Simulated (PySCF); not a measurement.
## A study: C₄H₂AlBr, SMILES `C#[C][Al]([Br])[C]#C`

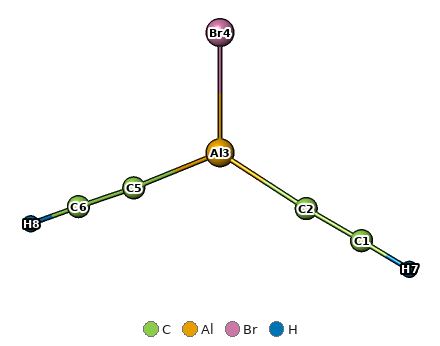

The molecule, with its atoms numbered as below. No frequency check shows the geometry to be a minimum.

Cartesian coordinates (Å):

```
C1       1.9985    2.8498    0.0000
C2       1.5205    1.7369    0.0000
Al3      0.6669    0.0001    0.0000
Br4     -1.5937   -0.0005    0.0000
C5       1.5219   -1.7358    0.0000
C6       2.0006   -2.8484    0.0000
H7       2.4287    3.8131    0.0000
H8       2.4316   -3.8113    0.0000
```

Part 1: Bonding charge

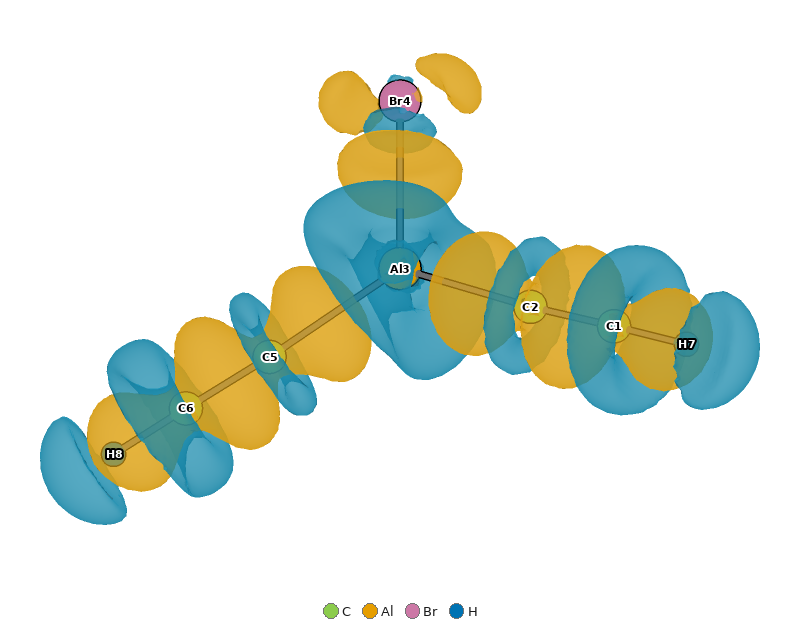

Deformation density (molecule less spherical, spin-averaged free atoms at the same positions), surfaces at ±0.04 e/Å³; yellow: gain, teal: loss.

PySCF calculation, PBE/def2-SVPD, gas phase; geometry: GFN2-xTB.

**Describe the bonding that the map shows.**

C1–C2 and C5–C6: +0.80 e/Å³ at the bond critical point (bond length 1.21 Å). C6–H8 and C1–H7: +0.73 e/Å³ at the bond critical point (bond length 1.05 Å). Al3–C5 and C2–Al3: +0.11 e/Å³ at the bond critical point (bond length 1.94 Å); up to 0.6 Å beside the axis the gain reaches +0.34 e/Å³. Al3–Br4: +0.05 e/Å³ at the bond critical point (bond length 2.26 Å). In all, 2.0 electrons gather in the regions of gain relative to the promolecule. A small or negative value marks a very polar bond, one between electron-rich atoms, whose free-atom densities already overlap strongly, a long bond to a heavier atom, or a closed-shell contact such as a hydrogen bond.

**Where do the Hirshfeld charges lie?**

The highest Hirshfeld charge is on Al3 (+0.50 e), the lowest on C2 and C5 (−0.20 e).

Part 2: Bond critical points

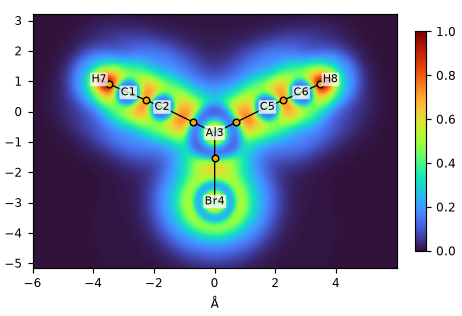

Localised orbital locator (LOL) in the molecular plane, with bond paths and bond critical points (dots).

**Rank the bonds in the plane by LOL at their critical points.**

C6–H8 and C1–H7: about 0.91; C1–C2 and C5–C6: about 0.70; Al3–C5 and C2–Al3: about 0.29; Al3–Br4: about 0.29. Values above 0.5 mark slow, localised electrons, as in shared pairs; low values at a critical point mark a polar or closed-shell contact whose critical point lies between the shells.

**Where along C6–H8 does the critical point lie?**

0.69 Å from C6 and 0.36 Å from H8.

Part 3: Local ionisation energy

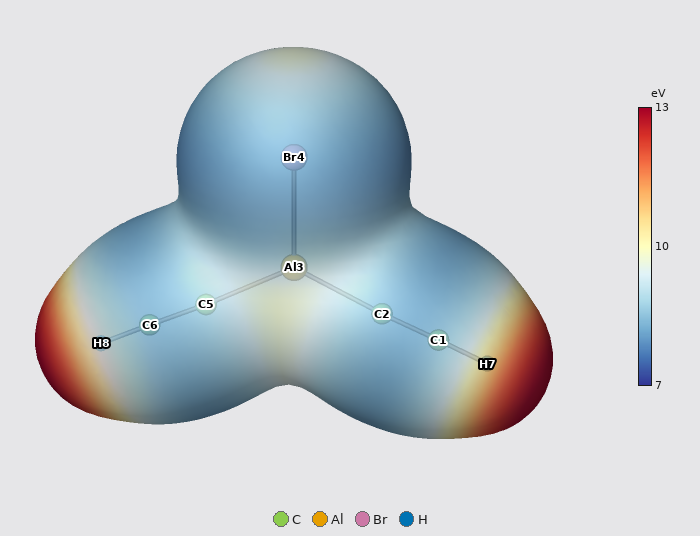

Average local ionisation energy on the surface of electron density 0.001 a.u.

**Locate the minima of the map.**

The lowest value is 7.9 eV, 2.3 Å from Br4, and at like points elsewhere. Further minima include 8.1 eV, off the C5–C6 bond (2.2 Å from its atoms), and at like points elsewhere. For comparison, the highest occupied orbital lies at −7.1 eV.

**What volume does the surface enclose, and what is the dipole moment?**

About 153 Å³; the dipole moment is 1.7 D.

Part 4: Removing or adding an electron

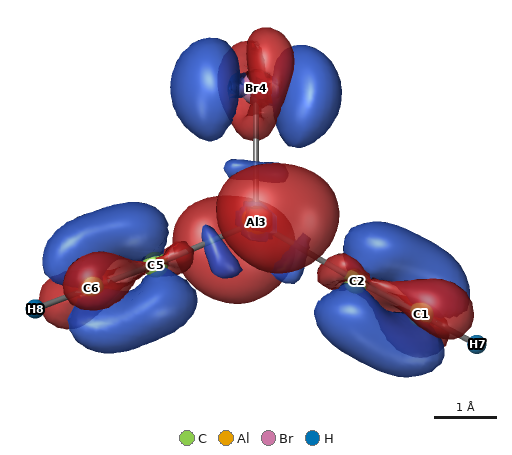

Dual descriptor f⁺ − f⁻ at ±0.02 e/Å³ (red positive, blue negative).

PySCF calculation, B3LYP/def2-SVP, gas phase; geometry: GFN2-xTB.

**Which atoms come out as electrophilic, and which as nucleophilic?**

Electrophilic (positive): Al3 (+0.32). Nucleophilic (negative): Br4 (−0.14) and C2 and C5 (−0.06). f⁻ (Hirshfeld-condensed) is largest on Br4 (0.29); the vertical ionisation energy is 9.84 eV. f⁺ (Hirshfeld-condensed) is largest on Al3 (0.41); the vertical electron affinity is 0.31 eV (the stability of the anion's solution wasn't checked; the anion's highest orbital has positive energy, so this value and f⁺ depend on the basis).

Part 5: The π system

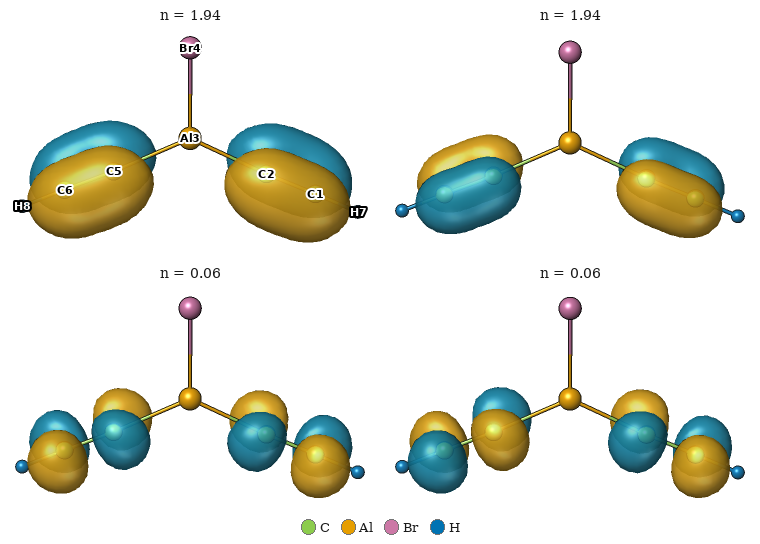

Natural orbitals of the π active space, CASSCF(4,4), singlet state, in order of falling occupation. The active space holds only one of the two perpendicular π systems.

Level of theory: cc-pVDZ basis (PySCF), at a geometry from GFN2-xTB.

**How multiconfigurational is the state?**

The leading determinant weighs 0.94; the effective number of unpaired electrons, Σ n²(2−n)², is 0.06; the most occupied of the weakly occupied orbitals holds 0.06 e, as in an ordinary closed-shell π system. The active space lowers the energy by 1.26 eV against Hartree–Fock.

**Where does the lowest triplet lie relative to the singlet, at this geometry and within this active space?**

5.37 eV above it by strongly contracted NEVPT2 (+4.76 eV by CASSCF); a small basis tends to put such gaps a few tenths of an eV too high. This is a vertical energy for π states alone; a state that uses lone pairs or σ orbitals may lie lower.
